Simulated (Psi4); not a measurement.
# B3LYP/6-31G(d) (spherical functions) run of GaH2ClO (SMILES [OH][GaH][Cl])

What is the vertical ionisation energy of GaH2ClO at B3LYP/6-31G* (spherical functions)? 

Program for the calculation: Psi4 1.11.

1 further run of the same task is left out (set aside as unsound or not needed). Runs told in other sessions of the task aren't counted.

### Step 1. The molecule

GaH2ClO has 5 atoms, charge 0, and is taken as a singlet. SMILES: `[OH][GaH][Cl]`. Geometry: relaxed at PBE0-D4/def2-TZVP. This is one conformer, not always the lowest.

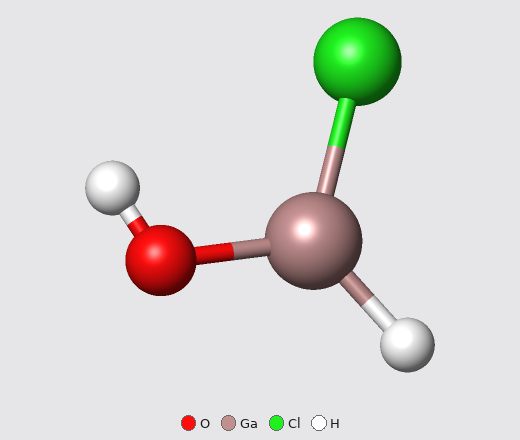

The structure, seen from a chosen angle (oxygen red, gallium pink, chlorine green, hydrogen white).

### Step 2. Energy and forces at B3LYP/6-31G(d) (spherical functions)

The input, clgah2o.json:

```json
{
 "schema_name": "qcschema_input",
 "schema_version": 1,
 "molecule": {
  "schema_name": "qcschema_molecule",
  "schema_version": 2,
  "symbols": ["O", "Ga", "Cl", "H", "H"],
  "geometry": [-2.17772039, 0.97509868, -0.93900491, 0.88817128, 0.39325201, 0.27627796, 1.75272098, -3.50846552, 0.9535558, -3.160189, -0.53252482, -1.17597657, 2.79150343, 2.53336684, 0.80672408],
  "molecular_charge": 0,
  "molecular_multiplicity": 1,
  "fix_symmetry": "c1",
  "fix_com": true,
  "fix_orientation": true
 },
 "driver": "gradient",
 "model": {
  "method": "b3lyp",
  "basis": "6-31G*"
 },
 "keywords": {
  "reference": "rks",
  "puream": true,
  "e_convergence": 1e-09,
  "d_convergence": 1e-08,
  "scf_type": "pk",
  "dft_radial_points": 99,
  "dft_spherical_points": 590,
  "scf_properties": ["MAYER_INDICES", "DIPOLE", "WIBERG_LOWDIN_INDICES"]
 }
}
```

On the command line:

```sh
$ psi4 --qcschema clgah2o.json -n 1 --memory 2200MB
```

stdout, cut to the lines that bear on the results:

```text
[...]
  Running in c1 symmetry.
[...]
  Nuclear repulsion =  255.054728156434294
[...]
  Multiplicity = 1
[...]
  Nalpha       = 29
  Nbeta        = 29
[...]
    Number of basis functions: 68
[...]
   @RKS iter   1: -2459.31930994394997   -1.48654e+00   4.41064e-02 ADIIS/DIIS
[...]
   @RKS iter  13: -2461.31273982090170   -5.00222e-12   6.11999e-09 DIIS
[...]
    Orbital Energies [Eh]
    ---------------------
    Doubly Occupied:
       1A   -372.595741     2A   -101.515431     3A    -45.988646
       4A    -40.745912     5A    -40.742534     6A    -40.741297
       7A    -19.153539     8A     -9.448758     9A     -7.208734
      10A     -7.203932    11A     -7.203098    12A     -5.562130
      13A     -3.849228    14A     -3.842701    15A     -3.839369
      16A     -1.000022    17A     -0.888497    18A     -0.879049
      19A     -0.877259    20A     -0.876223    21A     -0.866354
      22A     -0.799328    23A     -0.515116    24A     -0.436985
      25A     -0.370726    26A     -0.343591    27A     -0.340017
      28A     -0.318141    29A     -0.315425
[...]
  @RKS Final Energy: -2461.31273982090170
   => Energetics <=
    Nuclear Repulsion Energy =            255.0547281564342939
    One-Electron Energy =               -3931.7235764795946125
    Two-Electron Energy =                1306.1096305082096478
    DFT Exchange-Correlation Energy =     -90.7535220059511403
    Empirical Dispersion Energy =           0.0000000000000000
    VV10 Nonlocal Energy =                  0.0000000000000000
    Total Energy =                      -2461.3127398209016974
[...]
 Multipole Moments:
 ------------------------------------------------------------------------------------
     Multipole            Electronic (a.u.)      Nuclear  (a.u.)        Total (a.u.)
 ------------------------------------------------------------------------------------
 L = 1.  Multiply by 2.5417464519 to convert [e a0] to [Debye]
 Dipole X            :        -39.5948552           39.5391176           -0.0557376
 Dipole Y            :         37.8382849          -37.6514701            0.1868149
 Dipole Z            :        -16.9313519           16.8937736           -0.0375783
 Magnitude           :                                                    0.1985412
[...]
  -Total Gradient:
     Atom            X                  Y                   Z
    ------   -----------------  -----------------  -----------------
       1        0.002951652659    -0.011204099074     0.002121478384
       2       -0.002726725317    -0.003965055112    -0.000678347982
       3       -0.002523443554     0.009015561599    -0.001765897605
       4        0.004229415613     0.008451361876     0.000848468181
       5       -0.001906334445    -0.002298735368    -0.000516283948
[...]
```

The result, in JSON:

```text
{
 "driver": "gradient",
 "model": {
  "method": "b3lyp",
  "basis": "6-31G*"
 },
 "success": true,
 "return_result": [0.0029516526587696026, -0.01120409907367867, 0.002121478383862351, -0.002726725316909401, -0.003965055111547117, -0.0006783479824395651, -0.0025234435543898467, 0.009015561598759742, -0.001765897604862076, 0.004229415612770779, 0.008451361876047225, 0.0008484681811912337, -0.0019063344449242875, -0.0022987353682910328, -0.0005162839479697055],
 "properties": {
  "calcinfo_nbasis": 68,
  "calcinfo_nmo": 68,
  "calcinfo_nalpha": 29,
  "calcinfo_nbeta": 29,
  "calcinfo_natom": 5,
  "nuclear_repulsion_energy": 255.0547281564343,
  "return_energy": -2461.3127398209017,
  "return_gradient": [0.0029516526587696026, -0.01120409907367867, 0.002121478383862351, -0.002726725316909401, -0.003965055111547117, -0.0006783479824395651, -0.0025234435543898467, 0.009015561598759742, -0.001765897604862076, 0.004229415612770779, 0.008451361876047225, 0.0008484681811912337, -0.0019063344449242875, -0.0022987353682910328, -0.0005162839479697055],
  "scf_one_electron_energy": -3931.7235764795946,
  "scf_two_electron_energy": 1306.1096305082096,
  "scf_xc_energy": -90.75352200595114,
  "scf_dipole_moment": [-0.05573759347197438, 0.18681487662094298, -0.03757831226756991],
  "scf_total_energy": -2461.3127398209017,
  "scf_total_gradient": [0.0029516526587696026, -0.01120409907367867, 0.002121478383862351, -0.002726725316909401, -0.003965055111547117, -0.0006783479824395651, -0.0025234435543898467, 0.009015561598759742, -0.001765897604862076, 0.004229415612770779, 0.008451361876047225, 0.0008484681811912337, -0.0019063344449242875, -0.0022987353682910328, -0.0005162839479697055],
  "scf_iterations": 13
 }
}
```

Run time: 9.3 s. Hardware: 1 thread of Intel Xeon 6975P-C (Granite Rapids), shared host; peak memory 0.69 GiB.

### Step 3. The doublet cation: the energy at UB3LYP/6-31G(d) (spherical functions)

The input, clgah2o.py:

```python
import psi4

psi4.set_memory(2200000000)
psi4.set_num_threads(1)
psi4.core.set_output_file('clgah2o.out', False)

geom = psi4.geometry("""
1 2
O
Ga 1 1.772163
Cl 2 2.144934 1 115.03345
H 1 0.960472 2 113.49163 3 0.02628
H 2 1.541363 1 122.45633 4 -179.97593
symmetry c1
no_reorient
no_com
""")

psi4.set_options({
    'basis': '6-31G*',
    'reference': 'uks',
    'puream': True,
    'e_convergence': 1e-09,
    'd_convergence': 1e-08,
    'scf_type': 'pk',
    'dft_radial_points': 99,
    'dft_spherical_points': 590,
    'maxiter': 100,
})

E, wfn = psi4.energy('B3LYP', molecule=geom, return_wfn=True)
psi4.oeprop(wfn, 'LOWDIN_CHARGES', 'MAYER_INDICES', 'WIBERG_LOWDIN_INDICES', title='B3LYP')
print(f'B3LYP energy: {E:.10f} Eh')
for k, v in sorted(psi4.core.scalar_variables().items()):
    print(f'{k:45s} {v:18.10f}')
```

On the command line:

```sh
$ python clgah2o.py
```

clgah2o.out, cut to the lines that bear on the results:

```text
[...]
  Running in c1 symmetry.
[...]
  Nuclear repulsion =  255.054746025313733
[...]
  Multiplicity = 2
[...]
  Nalpha       = 29
  Nbeta        = 28
[...]
    Number of basis functions: 68
[...]
   @UKS iter   1: -2458.79182032288281   -9.59049e-01   4.44929e-02 DIIS/ADIIS
[...]
   @UKS iter  29: -2460.90056201226844   -2.27374e-12   5.41645e-09 DIIS
[...]
   @S^2 Observed:                7.588242455E-01
[...]
    Orbital Energies [Eh]
    ---------------------
    Alpha Occupied:
       1A   -372.848107     2A   -101.825886     3A    -46.240709
       4A    -40.997274     5A    -40.994906     6A    -40.993869
       7A    -19.431096     8A     -9.756770     9A     -7.522426
      10A     -7.512876    11A     -7.507890    12A     -5.813560
      13A     -4.098665    14A     -4.094763    15A     -4.091953
      16A     -1.269679    17A     -1.148959    18A     -1.129148
      19A     -1.128928    20A     -1.126410    21A     -1.120451
      22A     -1.087761    23A     -0.767442    24A     -0.699835
      25A     -0.647345    26A     -0.619836    27A     -0.607486
      28A     -0.596634    29A     -0.581248
    Alpha Virtual:
[...]
  @UKS Final Energy: -2460.90056201226844
   => Energetics <=
    Nuclear Repulsion Energy =            255.0547460253137331
    One-Electron Energy =               -3916.3452042015474035
    Two-Electron Energy =                1290.8570789081650219
    DFT Exchange-Correlation Energy =     -90.4671827441996328
    Empirical Dispersion Energy =           0.0000000000000000
    VV10 Nonlocal Energy =                  0.0000000000000000
    Total Energy =                      -2460.9005620122684377
  UHF NO Occupations:
  HONO-2 :   27  A 1.9994994
  HONO-1 :   28  A 1.9966758
[...]
 Multipole Moments:
 ------------------------------------------------------------------------------------
     Multipole            Electronic (a.u.)      Nuclear  (a.u.)        Total (a.u.)
 ------------------------------------------------------------------------------------
 L = 1.  Multiply by 2.5417464519 to convert [e a0] to [Debye]
 Dipole X            :          0.0000936           -0.0003481           -0.0002545
 Dipole Y            :          0.5933173           -0.9184804           -0.3251632
 Dipole Z            :          2.0112414           -1.9901509            0.0210906
 Magnitude           :                                                    0.3258465
[...]
```

The script printed:

```text
B3LYP energy: -2460.9005620123 Eh
CURRENT ENERGY                                  -2460.9005620123
CURRENT REFERENCE ENERGY                        -2460.9005620123
DD SOLVATION ENERGY                                 0.0000000000
DFT FUNCTIONAL TOTAL ENERGY                     -2460.9005620123
DFT TOTAL ENERGY                                -2460.9005620123
DFT VV10 ENERGY                                     0.0000000000
DFT XC ENERGY                                     -90.4671827442
GRID ELECTRONS ALPHA                               29.0000006830
GRID ELECTRONS BETA                                28.0000006283
GRID ELECTRONS TOTAL                               57.0000013112
NUCLEAR REPULSION ENERGY                          255.0547460253
ONE-ELECTRON ENERGY                             -3916.3452042015
PCM POLARIZATION ENERGY                             0.0000000000
PE ENERGY                                           0.0000000000
SCF ITERATION ENERGY                            -2460.9005620123
SCF ITERATIONS                                     29.0000000000
SCF TOTAL ENERGY                                -2460.9005620123
TWO-ELECTRON ENERGY                              1290.8570789082
XC GRID RADIAL POINTS                              99.0000000000
XC GRID SPHERICAL POINTS                          590.0000000000
XC GRID TOTAL POINTS                           279990.0000000000
```

Wall time 17 s (1 thread of Intel Xeon 6975P-C (Granite Rapids), shared host); peak memory 0.69 GiB.

### Step 4. Outcome

Level: B3LYP/6-31G* (spherical functions).

```
                                          quantity           value
                     singlet GaH2ClO: total energy  -2461.31274 Eh
                    singlet GaH2ClO: dipole moment          0.50 D
                      singlet GaH2ClO: HOMO energy        -8.58 eV
                      singlet GaH2ClO: LUMO energy        -1.34 eV
                    singlet GaH2ClO: HOMO–LUMO gap         7.24 eV
         singlet GaH2ClO: largest force on an atom      0.606 eV/Å
                      doublet cation: total energy  -2460.90056 Eh
doublet cation: HOMO energy (highest over α and β)       -15.54 eV
 doublet cation: LUMO energy (lowest over α and β)       -13.80 eV
                              doublet cation: ⟨S²⟩           0.759
vertical ionisation energy (to the doublet cation)       11.216 eV
```

Removing an electron at fixed nuclei costs 11.22 eV (259 kcal/mol). The largest force (singlet GaH2ClO) is 0.61 eV/Å: the shape isn't a stationary point for this species at this level. The negative HOMO energy of the first species, 8.58 eV, lies 2.63 eV below that difference.
